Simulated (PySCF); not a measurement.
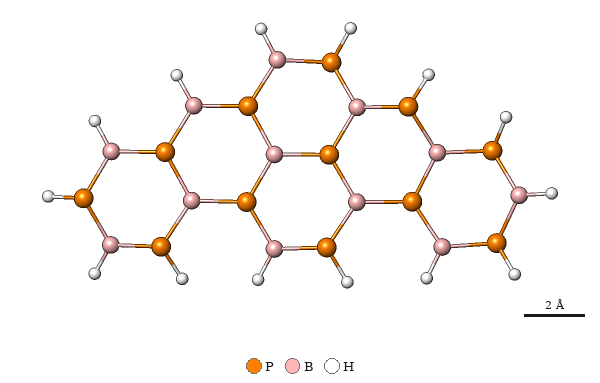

The structure (ball-and-stick view, seen on its broad side).

## Excited-state calculation, with input and output: B$_{12}$P$_{12}$H$_{14}$

- system: B$_{12}$P$_{12}$H$_{14}$
- method: TDA PBE0/6-31G*, vertical, gas phase, core orbitals frozen in the response, virtual orbitals cut by energy (PySCF 2.14.0)

The geometry comes from this level: GFN2-xTB.

**Output**
```
start: PBE on a coarse grid of 39377 points
cycle   1  E = -4400.6460009664  dE =  3.765e+00  |g| = 7.203e-01  |ddm| = 7.197e+00
cycle   2  E = -4400.3530051241  dE =  2.930e-01  |g| = 1.110e+00  |ddm| = 3.175e+00
cycle   3  E = -4400.8311265960  dE = -4.781e-01  |g| = 2.116e-01  |ddm| = 2.356e+00
cycle   4  E = -4400.8442631429  dE = -1.314e-02  |g| = 1.121e-01  |ddm| = 5.333e-01
cycle   5  E = -4400.8483635362  dE = -4.100e-03  |g| = 4.637e-02  |ddm| = 2.300e-01
cycle   6  E = -4400.8491297794  dE = -7.662e-04  |g| = 1.535e-02  |ddm| = 9.313e-02
cycle   7  E = -4400.8492073651  dE = -7.759e-05  |g| = 6.129e-03  |ddm| = 3.318e-02
final grid: 161217 points
cycle   8  E = -4400.9303522468  dE = -1.235e-02  |g| = 6.781e-02  |ddm| = 5.920e-01
cycle   9  E = -4400.9300418041  dE =  3.104e-04  |g| = 7.128e-02  |ddm| = 2.020e-01
cycle  10  E = -4400.9317808972  dE = -1.739e-03  |g| = 1.603e-02  |ddm| = 1.277e-01
cycle  11  E = -4400.9318710258  dE = -9.013e-05  |g| = 5.255e-03  |ddm| = 3.372e-02
cycle  12  E = -4400.9318781447  dE = -7.119e-06  |g| = 1.922e-03  |ddm| = 1.114e-02
cycle  13  E = -4400.9318772414  dE =  9.033e-07  |g| = 5.256e-04  |ddm| = 3.836e-03
cycle  14  E = -4400.9318812114  dE = -3.970e-06  |g| = 2.805e-04  |ddm| = 1.207e-03
cycle  15  E = -4400.9318820122  dE = -8.008e-07  |g| = 9.226e-05  |ddm| = 5.619e-04
converged SCF energy = -4400.9318820122

Static polarisability (au): isotropic 543.957, principal 204.062 523.899 903.910

Singlet excitations
state   eV       nm        f      main configurations
  1   2.8628    433.1   0.23478   H->L 0.80, H-1->L+1 0.10
  2   2.9925    414.3   0.04277   H-1->L 0.67, H->L+1 0.19
  3   3.2529    381.1   0.12828   H->L+1 0.35, H-2->L 0.29, H-1->L 0.11
  4   3.2899    376.9   0.09738   H-3->L 0.25, H->L+1 0.23, H-1->L+1 0.17
  5   3.3598    369.0   0.04153   H->L+2 0.32, H-3->L 0.23, H-2->L 0.11
  6   3.4353    360.9   0.36816   H-2->L 0.34, H-1->L+1 0.17, H->L+1 0.15

Triplet excitations (Tamm-Dancoff, eV): 2.4753 2.5870
```

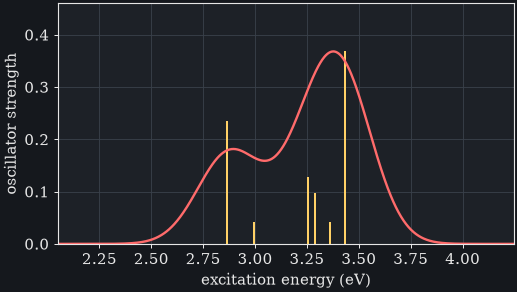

Computed excitations as sticks (degenerate states added up, dark ones marked on the axis), with a Gaussian envelope of 0.35 eV full width at half maximum, scaled to the tallest. Of the 6 states the lowest lies at 2.86 eV (f = 0.235); the strongest line is at 3.44 eV, or 361 nm (f = 0.368).

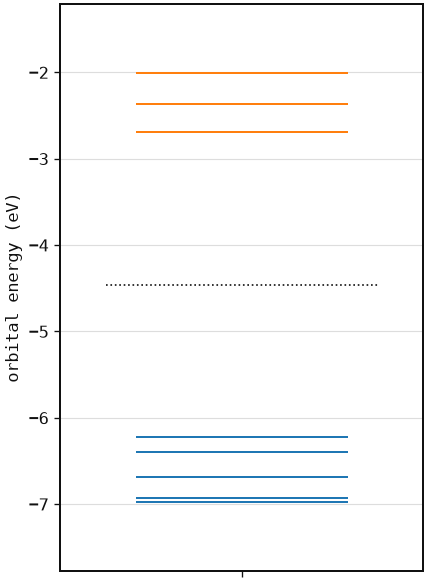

Orbital energies near the frontier; the dotted line parts filled from empty levels, and levels within 0.02 eV of each other stand side by side. Highest filled −6.22 eV, lowest empty −2.70 eV, 3.52 eV apart.

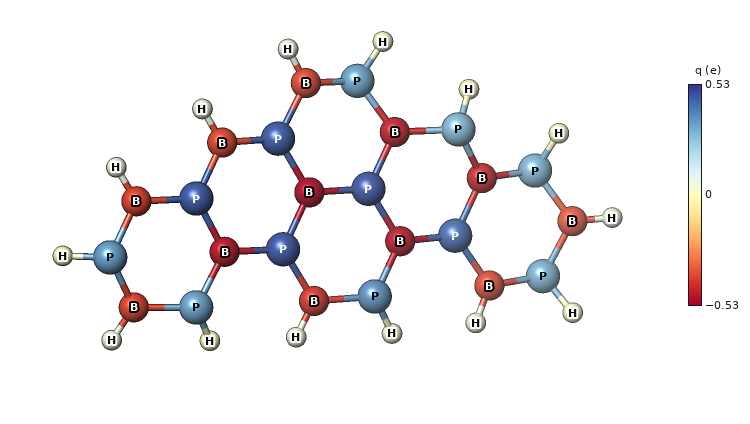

IAO charges, as the colour of each atom (ball-and-stick view, seen at a tilt). By element: P +0.29 to +0.48, B −0.50 to −0.37 and H 0.00 to +0.06 e.

The run was set up as follows.

**Input file**
```
{"job": {"kind": "uv", "basis": "6-31G*", "grid": 1, "kgrid": 0, "vcut": 1.5, "nstates": 6, "ntriplets": 2, "tda": true, "delta": [], "pop": true, "xc": "PBE0"}, "charge": 0, "multiplicity": 1}
P      2.682349     2.816419    -0.525589
B      1.180475     3.775842    -0.133193
P     -0.434006     2.913532    -0.036398
B     -0.469553     1.061132     0.048907
P      1.123369     0.126121     0.076158
B      2.722968     1.038798    -0.034889
P      5.911909    -2.472714    -0.416295
B      4.298838    -1.628564    -0.068646
P      2.744576    -2.619916    -0.175080
B      2.860865    -4.442227    -0.147094
P      4.492713    -5.226789    -0.423008
B      5.980299    -4.253921     0.008315
P     -2.065209     0.139855     0.144209
B     -2.043616    -1.689744     0.109935
P     -0.470863    -2.552540     0.397074
B      1.138289    -1.718719     0.096729
B     -2.000868     3.833772     0.113184
P     -3.597494     2.954553     0.300300
B     -3.643653     1.106837     0.173850
B     -5.166758     3.892873     0.160251
P     -6.748661     2.990555     0.261939
B     -6.770474     1.215007    -0.176468
P     -5.290522     0.270795     0.324446
P      4.266921     0.150074     0.498257
H      3.842725     3.455389    -0.141313
H      1.224970     4.944583    -0.076515
H      6.917725    -1.778556     0.227908
H      1.896490    -5.098513    -0.038728
H      4.538865    -6.487632     0.130384
H      6.985354    -4.770737     0.309053
H     -3.041438    -2.298543     0.027729
H     -0.478789    -3.878758     0.027234
H     -1.992917     5.006096     0.095175
H     -5.143360     5.061601     0.085295
H     -7.793247     3.689458    -0.305092
H     -7.745679     0.682659    -0.543655
H     -5.262358    -0.969700    -0.280238
H      5.343059     0.784411    -0.096150
```

The first line tells a small driver script what to run in PySCF; the rest is the geometry in Å.

Run as:
```bash
OMP_NUM_THREADS=2 python <driver script> task.json out
```

**Summary**

| quantity | value |
| --- | --- |
| outcome | converged |
| total energy | −4400.931882 hartree |
| HOMO | −6.22 eV |
| LUMO | −2.70 eV |
| dipole moment | 0.95 D |
| mean polarisability | 543.96 a.u. |
| lowest singlet excitation | 2.86 eV |
| hardware | 2 CPU threads, shared host |
| wall time | 2.6 min (CPU time 5.1 min) |
| peak memory | 1.2 GiB |
